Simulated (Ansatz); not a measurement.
# Na wire along [100], 4 atoms a period: bands by functional and under strain, part 3 of 3

What gap, if any, does the Na wire along [100], 4 atoms a period have, and how does it change with the functional and under strain?

Ansatz 0.2.0; DFT PBE, plane waves, PAW; relaxation of a wire's period (the session's first sound run).

So far. Step 5 (Levels at the same atoms, level PBEsol, cutoff 420 eV): Bands cross the Fermi level, as under PBE at the relaxed period. Step 6 (Another level of theory, level r2SCAN, cutoff 500 eV): Bands cross the Fermi level, as under PBE at the relaxed period.

## Step 8: At a strained period, period over the relaxed period 1.03, k-mesh 1×1×16

This step: DFT PBE, plane waves, PAW; relaxation at a fixed period (Ansatz 0.2.0).

The period is set to 1.03 times the relaxed one and the atoms relax within it: strain changes bond lengths and angles, which shifts the bands against each other. Against the first PBE run of this kind, the mesh along the wire has 16 points against 22.

The cell differs from the one that the last finished run ended in (c 3.674 → 3.784 Å).

input.yaml

```yaml
crystal:
  lattice:
    - [11.0, 0.0, 0.0]
    - [0.0, 11.0, 0.0]
    - [0.0, 0.0, 3.7843001363]
  atoms:
    - { symbol: Na, position: [0.306882533, 0.5, 0.0] }
    - { symbol: Na, position: [0.693117467, 0.5, 0.0] }
    - { symbol: Na, position: [0.5, 0.306882533, 0.5] }
    - { symbol: Na, position: [0.5, 0.693117467, 0.5] }
kpoints:
  mp_grid: { grid: [1, 1, 16] }
  band_path: { path: ["Γ", Z], npoints: 50 }
scf:
  occupations: { method: fermi_dirac, width: 0.05 }
hamiltonian:
  xc: pbe
relax:
  max_steps: 40
  f_tol: 0.02
output:
  stress: true
```

On the command line:

```sh
ansatz run input.yaml --threads 8 --pin off --max-ram 16384MiB --backend cpu --events-out ev --progress --plain --runs-dir out
```

Numbers of over 12 decimals in the logs are rounded to 6 here.

Output:

```text
Warning: output.stress: scf.convergence.dr2_threshold = 1e-7 eV (the SCF's general default) is looser than the 4e-10 eV advised for a printed stress (1e-10 eV for each atom of the cell: 4). What an SCF threshold leaves in a stress goes as its square root, and in the free energy as the threshold itself, and one threshold admits the most on a small cell: [figures from the program's tests cut] Every solve of this run an [...]
[...]
Crystal: 4 atoms, lattice volume = 457.900 Å³
Basis set: ecut = 420 eV, 8981 PW (Γ), exchange–correlation on 150×150×54 points (8 copies of the dense FFT grid, shifted against one another)
Bands: 22, of which v1, the nominal top of the filled ones, is band 18 counted from 1 (17 counted from 0)
Symmetry: 16 space group operations
[...]
k-points: 9 of 16
[...]
SCF iter   1: F=—  HF=-5944.388701 eV  |F-HF|=—  |Δ(HF+E_count)|=         —  Δρ=1.32e-3  dr2=4.63e-2  ethr=1.77e-3  ⟨swp⟩=7.3  Hψ=1058  notcnv=0
[...]
SCF iter   6: F=-5944.382426 eV  HF=-5944.382426 eV  |F-HF|=4.43e-8  |Δ(HF+E_count)|=   5.43e-7  Δρ=2.44e-6  dr2=9.53e-8  ethr=7.02e-9  ⟨swp⟩=2.0  Hψ=695  notcnv=0
SCF 1 converged in 6 iterations: F = -5944.382426 eV  dr2 = 9.53e-8
[...]
relax step   1: F+E_penalty+E_count = -5944.38242648 eV  Δ(F+E_penalty+E_count) = +0.000e0 eV  max|allowed force component| = 8.928e-3 eV/Å  Δτ_max = 0.0000 Å  (6 SCF iters, dr2 threshold 1.00e-5 eV, accepted)
[...]
SCF iter   2: F=-5944.382427 eV  HF=-5944.382427 eV  |F-HF|=2.59e-9  |Δ(HF+E_count)|=   2.06e-5  Δρ=9.84e-7  dr2=2.01e-8  ethr=2.05e-10  ⟨swp⟩=4.2  Hψ=581  notcnv=0
SCF 2 converged in 2 iterations: F = -5944.382427 eV  dr2 = 2.01e-8
relax step   2: F+E_penalty+E_count = -5944.38242650 eV  Δ(F+E_penalty+E_count) = -2.220e-8 eV  max|allowed force component| = 8.910e-3 eV/Å  Δτ_max = 0.0000 Å  (2 SCF iters, accepted)
[...]
the band table was solved once a step of the walk had ended and its energy, with any forces and stress, was formed, with the checks that follow a solve (1103 applications of the Hamiltonian). They found nothing against the state; the energy, forces and stress were not computed again (output.eigenvalues in the input reference)
[...]
SCF converged after 2 iterations
Free energy (F): -5944.382427 eV
[...]
Internal energy: -5944.367169 eV  (E = F + TS)
E sigma→0 (E₀):  -5944.374798 eV
Entropy (-TS):   -0.015257 eV (-3.814 meV/atom)
Fermi energy:    -1.119599 eV
[...]
--- Forces (eV/Å), atoms counted from 1 ---
  atom   1  Na     0.00890979     0.00000000     0.00000000
  atom   2  Na    -0.00890979     0.00000000     0.00000000
  atom   3  Na     0.00000000     0.00890979     0.00000000
  atom   4  Na     0.00000000    -0.00890979     0.00000000
  max |Σ_I F_I| component: 3.47e-18 eV/Å
--- Stress (GPa, compression-positive) ---
        0.154924       0.000000       0.000000
        0.000000       0.154924       0.000000
        0.000000       0.000000      -0.211527
  P = ⅓ Tr σ = 0.0328 GPa (0.328 kbar)
--- Band table (eV; the first three rows and the last of 9) ---
  k-point 0: bands = [... 14 lower, -26.2918, -26.2856, -3.4697, -1.8313, -1.8313, -0.6548, -0.4742, -0.0050]
  k-point 1: bands = [... 14 lower, -26.2921, -26.2862, -3.4277, -1.7899, -1.7899, -0.6140, -0.4346, 0.0340]
  k-point 2: bands = [... 14 lower, -26.2927, -26.2881, -3.3020, -1.6659, -1.6659, -0.4919, -0.3159, 0.1510]
  k-point 8: bands = [... 14 lower, -26.2957, -26.2957, -0.8566, -0.8566, 0.4902, 0.4902, 1.0845, 1.0845]
--- Relaxed structure (2 steps of the walk, 2 accepted, 0 SCFs on fresh bases) ---
  F+E_penalty+E_count = -5944.38242650 eV   max|allowed force component| = 8.910e-3 eV/Å
  atoms:
    - { symbol: Na, position: [0.306882533, 0.5, 0.0] }
    - { symbol: Na, position: [0.693117467, 0.5, 0.0] }
    - { symbol: Na, position: [0.5, 0.306882533, 0.5] }
    - { symbol: Na, position: [0.5, 0.693117467, 0.5] }
```

The job ended after 2.9 s (8 threads of Arm Neoverse V1, shared host; peak memory 0.8 GiB).

No atom moved by 0.005 Å in the relaxation.

This step gave:

```yaml
energy_at_zero_smearing: -5944.3748 eV
```

Electronic bands along the path, in eV, zero at the Fermi level:

| point | band 17 | band 18 | band 19 | band 20 | band 21 | band 22 |
| --- | --- | --- | --- | --- | --- | --- |
| Γ | -2.35 | -0.71 | -0.71 | 0.46 | 0.65 | 1.11 |
| Z | 0.26 | 0.26 | 1.61 | 1.61 | 2.20 | 2.20 |

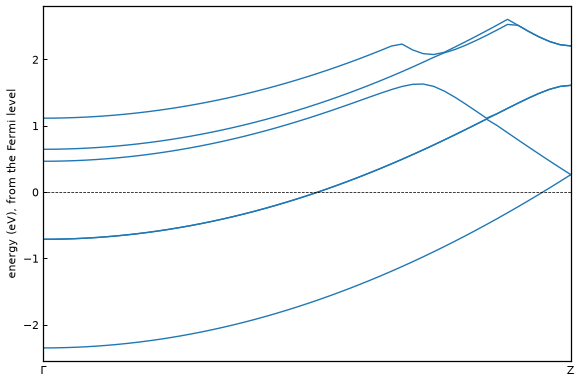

Electronic bands along the path.

Bands cross the Fermi level, as under PBE at the relaxed period.

## Step 9: Strain along the wire, period over the relaxed period 1.1, k-mesh 1×1×15

The period is set to 1.1 times the relaxed one and the atoms relax within it: strain changes bond lengths and angles, which shifts the bands against each other. Against the first PBE run of this kind, the mesh along the wire has 15 points against 22.

The cell differs from the one that the last finished run ended in (c 3.784 → 4.041 Å).

Edit input.yaml of step 8 so:

```diff
@@ -4,3 +4,3 @@
     - [0.0, 11.0, 0.0]
-    - [0.0, 0.0, 3.7843001363]
+    - [0.0, 0.0, 4.0414855824]
   atoms:
@@ -11,3 +11,3 @@
 kpoints:
-  mp_grid: { grid: [1, 1, 16] }
+  mp_grid: { grid: [1, 1, 15] }
   band_path: { path: ["Γ", Z], npoints: 50 }
```

Output:

```text
[...]
Crystal: 4 atoms, lattice volume = 489.020 Å³
Basis set: ecut = 420 eV, 9557 PW (Γ), exchange–correlation on 150×150×60 points (8 copies of the dense FFT grid, shifted against one another)
Bands: 22, of which v1, the nominal top of the filled ones, is band 18 counted from 1 (17 counted from 0)
Symmetry: 16 space group operations
[...]
k-point 7: bands = [... 14 lower, -26.4232, -26.4232, -1.4913, -0.8930, 0.1201, 0.1201, 0.8750, 0.8750]
--- Relaxed structure (3 steps of the walk, 3 accepted, 0 SCFs on fresh bases) ---
  F+E_penalty+E_count = -5944.32575381 eV   max|allowed force component| = 5.028e-3 eV/Å
  atoms:
    - { symbol: Na, position: [0.313209, 0.5, 0.0] }
    - { symbol: Na, position: [0.686791, 0.5, 0.0] }
    - { symbol: Na, position: [0.5, 0.313209, 0.500000] }
    - { symbol: Na, position: [0.5, 0.686791, 0.500000] }
[key lines of the parts left out:]
SCF converged after 5 iterations
Free energy (F): -5944.325754 eV
Fermi energy:    -1.205071 eV
P = ⅓ Tr σ = -0.0300 GPa (-0.300 kbar)
```

The job ended after 3.6 s (8 threads; peak memory 0.82 GiB).

The steps of the relaxation:

| step | energy less that of the first step (eV) | largest force component (eV/Å) |
| --- | --- | --- |
| 1 | 0.0000 | 0.0709 |
| 2 | -0.0036 | 0.0564 |
| 3 | -0.0095 | 0.0050 |

The run keeps the 16 symmetry operations that it works with, so distortions that break them were not tested.

The atoms that moved most (Å):

| atom | dx | dy | dz | length |
| --- | --- | --- | --- | --- |
| Na1 | 0.070 | 0.000 | 0.000 | 0.070 |
| Na2 | -0.070 | 0.000 | 0.000 | 0.070 |
| Na3 | 0.000 | 0.070 | 0.000 | 0.070 |
| Na4 | 0.000 | -0.070 | 0.000 | 0.070 |

Final coordinates:

```xyz
4
Lattice="11.0000 0.0000 0.0000 0.0000 11.0000 0.0000 0.0000 0.0000 4.0415" Properties=species:S:1:pos:R:3
Na    3.4453    5.5000    0.0000
Na    7.5547    5.5000    0.0000
Na    5.5000    3.4453    2.0207
Na    5.5000    7.5547    2.0207
```

Numbers from this step:

* energy at zero smearing: -5944.3171 eV

The electronic bands at the labelled points (eV, zero at the Fermi level):

| point | band 17 | band 18 | band 19 | band 20 | band 21 | band 22 |
| --- | --- | --- | --- | --- | --- | --- |
| Γ | -2.30 | -0.60 | -0.60 | 0.62 | 0.73 | 1.22 |
| Z | 0.00 | 0.00 | 1.46 | 1.46 | 1.93 | 1.93 |

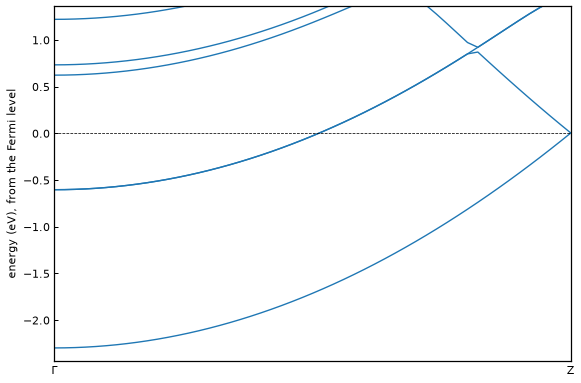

Electronic bands along the path.

Bands cross the Fermi level, as under PBE at the relaxed period.

## Step 10: A varied input: magnetization = {"spin_polarized": true}

This step: DFT LDA, plane waves, PAW; bands of a perfect wire at the PBE geometry; changed: magnetization = {"spin_polarized": true} (Ansatz 0.2.0).

The atoms of the band run (LDA) are kept and the input is varied, to see whether the result depends on it.

input.yaml

```yaml
crystal:
  lattice:
    - [11.0, 0.0, 0.0]
    - [0.0, 11.0, 0.0]
    - [0.0, 0.0, 3.6740778022]
  atoms:
    - { symbol: Na, position: [0.306882533, 0.5, 0.0], spin: 0.2 }
    - { symbol: Na, position: [0.693117467, 0.5, 0.0], spin: 0.2 }
    - { symbol: Na, position: [0.5, 0.306882533, 0.5], spin: 0.2 }
    - { symbol: Na, position: [0.5, 0.693117467, 0.5], spin: 0.2 }
kpoints:
  mp_grid: { grid: [1, 1, 17] }
  band_path: { path: ["Γ", Z], npoints: 50 }
scf:
  occupations: { method: fermi_dirac, width: 0.05 }
hamiltonian:
  xc: lda
magnetization:
  spin_polarized: true
```

Output:

```text
[...]
Crystal: 4 atoms, lattice volume = 444.563 Å³
Basis set: ecut = 420 eV, 8669 PW (Γ)
Bands: 23, of which v1, the nominal top of the filled ones, is band 18 counted from 1 (17 counted from 0)
Symmetry: 16 space group operations
[...]
k-points: 9 of 17
[...]
Starting moments: Σ|m| = 0.8 μB on 4 of 4 sites
[...]
SCF iter   1: F=—  HF=-5865.351378 eV  |F-HF|=—  |Δ(HF+E_count)|=         —  Δρ=1.04e-2 (↑1.04e-2 ↓6.80e-3)  dr2=1.48e0  dr2_m=2.70e-1  M=0.041 μB ∫|m|=0.064 μB  β_m=0.30  ethr=3.10e-3  ⟨swp⟩=7.5  Hψ=2053  notcnv=0
[...]
spin=Collinear: Resta preconditioning applied to the charge; magnetization (m = ρ↑ − ρ↓) channel mixes plain (no charge-response kernel on spin).
SCF iter   2: F=—  HF=-5865.105677 eV  |F-HF|=—  |Δ(HF+E_count)|=   2.46e-1  Δρ=6.98e-3 (↑6.98e-3 ↓5.12e-3)  dr2=6.03e-1  dr2_m=1.37e-1  M=0.035 μB ∫|m|=0.051 μB  β_m=0.30  ethr=3.10e-3  ⟨swp⟩=1.5  Hψ=570  notcnv=0  defer=2
[...]
SCF iter   7: F=—  HF=-5864.986094 eV  |F-HF|=—  |Δ(HF+E_count)|=   1.28e-3  Δρ=1.10e-3 (↑1.04e-3 ↓1.10e-3)  dr2=2.90e-5  dr2_m=4.65e-3  M=0.009 μB ∫|m|=0.013 μB  β_m=0.30  ethr=3.38e-7  ⟨swp⟩=2.0  Hψ=598  notcnv=0  defer=2
[...]
spin-set hold released at iteration 7 (site moments contracting): the magnetisation degrees of freedom join the quasi-Newton model from the next iteration; the mixer history was flushed
SCF iter   8: F=—  HF=-5864.986504 eV  |F-HF|=—  |Δ(HF+E_count)|=   4.10e-4  Δρ=7.77e-4 (↑7.50e-4 ↓7.77e-4)  dr2=1.43e-5  dr2_m=2.37e-3  M=0.007 μB ∫|m|=0.010 μB  β_m=0.65  ethr=8.05e-8  ⟨swp⟩=2.0  Hψ=702  notcnv=0  defer=2
[...]
SCF iter  13: F=-5864.987063 eV  HF=-5864.987063 eV  |F-HF|=4.27e-11  |Δ(HF+E_count)|=   2.05e-8  Δρ=5.19e-8 (↑5.19e-8 ↓2.62e-8)  dr2=6.04e-11  dr2_m=3.79e-12  M=0.000 μB ∫|m|=0.000 μB  ethr=1.00e-11  ⟨swp⟩=2.6  Hψ=846  notcnv=0
SCF 1 converged in 13 iterations: F = -5864.987063 eV  dr2 = 6.04e-11
[...]
WARN: the starting moments were not kept: the SCF closed with an absolute magnetisation of 8.5e-6 μB, where they sum to 0.8 μB in size (4 sites). That is at most 0.1 of that sum. Measured as dr2_m measures the in/out step, that magnetisation stands 1.8e-12 eV from none, at or under the dr2_threshold of 1.0e-7 eV: it is no larger than a step whose dr2_m would equal this threshold. The system may hold no moment; this S [...]
[...]
SCF converged after 13 iterations
Magnetization: 0.0000 μB (18.0000 up, 18.0000 down)
Absolute magnetization: 0.0000 μB (∫|ρ↑−ρ↓|, with the PAW one-centre terms)
[...]
Per-site moments (μB) at R_I (Å): [(7.701635435616521e-7, 1.452559), (7.701635437270186e-7, 1.452559), (7.701635435618143e-7, 1.452559), (7.701635438178878e-7, 1.452559)]
Free energy (F): -5864.987063 eV
[...]
Internal energy: -5864.972081 eV  (E = F + TS)
E sigma→0 (E₀):  -5864.979572 eV
Entropy (-TS):   -0.014982 eV (-3.746 meV/atom)
Fermi energy:    -1.157770 eV
[...]
--- Band table (eV; the first three rows and the last of 18) ---
  k-point 0 ↑: bands = [... 14 lower, -26.4151, -26.4086, -3.6090, -1.9684, -1.9684, -0.8030, -0.5846, -0.0905, ... 1 higher]
  k-point 1 ↑: bands = [... 14 lower, -26.4155, -26.4094, -3.5696, -1.9294, -1.9294, -0.7646, -0.5475, -0.0540, ... 1 higher]
  k-point 2 ↑: bands = [... 14 lower, -26.4165, -26.4116, -3.4513, -1.8127, -1.8127, -0.6495, -0.4362, 0.0555, ... 1 higher]
  k-point 8 ↓: bands = [... 14 lower, -26.4208, -26.4208, -1.1480, -0.5202, 0.3783, 0.3783, 1.2439, 1.2439, ... 1 higher]
```

Run time: 4.8 s. Hardware: 8 threads; peak memory 0.89 GiB.

Numbers from this step:

```yaml
energy_at_zero_smearing: -5864.9796 eV
```

It took 4.8 s against 2.7 s for the run it varies.

The starting moments have collapsed: the run ends non-magnetic.

## Step 11: A varied input: magnetization = {"spin_polarized": true}

The atoms of the band run (LDA) are kept and the input is varied, to see whether the result depends on it.

input.yaml, the sections that differ from step 10:

```yaml
crystal:
  lattice:
    - [11.0, 0.0, 0.0]
    - [0.0, 11.0, 0.0]
    - [0.0, 0.0, 3.6740778022]
  atoms:
    - { symbol: Na, position: [0.306882533, 0.5, 0.0], spin: 4.0 }
    - { symbol: Na, position: [0.693117467, 0.5, 0.0], spin: 4.0 }
    - { symbol: Na, position: [0.5, 0.306882533, 0.5], spin: 4.0 }
    - { symbol: Na, position: [0.5, 0.693117467, 0.5], spin: 1.0 }
# kpoints, scf, hamiltonian, magnetization: as in step 10
```

Output:

```text
[...]
Crystal: 4 atoms, lattice volume = 444.563 Å³
Basis set: ecut = 420 eV, 8669 PW (Γ)
Bands: 30, of which v1, the nominal top of the filled ones, is band 18 counted from 1 (17 counted from 0)
Symmetry: 4 space group operations
[...]
k-points: 9 of 17
[...]
Starting moments: Σ|m| = 13 μB on 4 of 4 sites
[...]
k-point 0 ↑: bands = [... 14 lower, -26.4151, -26.4086, -3.6090, -1.9684, -1.9684, -0.8030, -0.5846, -0.0905, ... 8 higher]
  k-point 1 ↑: bands = [... 14 lower, -26.4155, -26.4094, -3.5696, -1.9294, -1.9294, -0.7646, -0.5475, -0.0540, ... 8 higher]
  k-point 2 ↑: bands = [... 14 lower, -26.4165, -26.4116, -3.4513, -1.8127, -1.8127, -0.6495, -0.4362, 0.0555, ... 8 higher]
  k-point 8 ↓: bands = [... 14 lower, -26.4208, -26.4208, -1.1480, -0.5202, 0.3783, 0.3783, 1.2439, 1.2439, ... 8 higher]
[key lines of the parts left out:]
SCF converged after 16 iterations
Magnetization: 0.0000 μB (18.0000 up, 18.0000 down)
Free energy (F): -5864.987063 eV
Fermi energy:    -1.157766 eV
```

Run time: 14 s. Hardware: 8 threads; peak memory 1.2 GiB.

It took 14 s against 2.7 s for the run it varies.

The starting moments have collapsed: the run ends non-magnetic.

## Step 12: Results

```json
{"cell length, PBE": "3.674 Å", "conductance, PBE": "3.00 G₀", "gap, period scaled by 1.03": "none", "gap, period scaled by 1.1": "none"}
```

**Reading.** Under PBE the cell's length is 3.67 Å, and it is a metal with 3 channels a spin next to the Fermi level, 3.00 G₀ at 300 K. A perfect wire passes every open channel, so the conductance counts half a G₀ for each forward-moving state at the Fermi level, spin by spin. Transport is coherent and elastic here: the atoms are frozen, so scattering by vibrations plays no part.

[Logs are printed without paths, hosts, clocks, repeated set-up lines and the standing remarks that a program may print on its own settings, such as how far it seeks lower states.]

[Hosts, paths, dates, database ids (printed as entryN), source tags and the programs' standing remarks are cut or masked in the printed files.]
